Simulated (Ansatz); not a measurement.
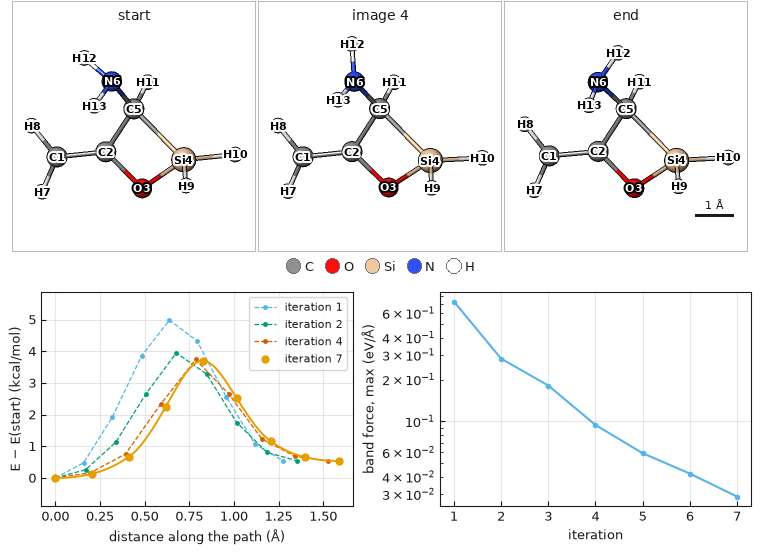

A nudged-elastic-band calculation for C₃H₇NOSi. Images are numbered from 0 (start) to 8 (end). The plot follows the band through its iterations. Style: ball-and-stick. Shown at a tilt.

Theory: Ansatz, RKS revPBE-D4/def2-SVP. Set-up: 7 movable images; climbing image; force threshold 0.03 eV/Å; iteration limit 60; starting path by image-dependent pair potential.

**How did the profile develop, and is the result final?**

The result is final at these settings. The band converged in 7 iterations. The largest component of the band force went from 0.73 to 0.029 eV/Å. The climbing image converged on the top of the path. Its vibrational analysis gives one imaginary mode (575i cm⁻¹), as a transition state must have. The first iteration put the highest image at 4.98 kcal/mol. Forward barrier 3.70 kcal/mol, backward barrier 3.16 kcal/mol, with image 4 at the top; the reaction energy is +0.54 kcal/mol.

Cost: 2.1 min on 2 threads of Arm Neoverse V2, on a shared host, peak memory 0.17 GiB.
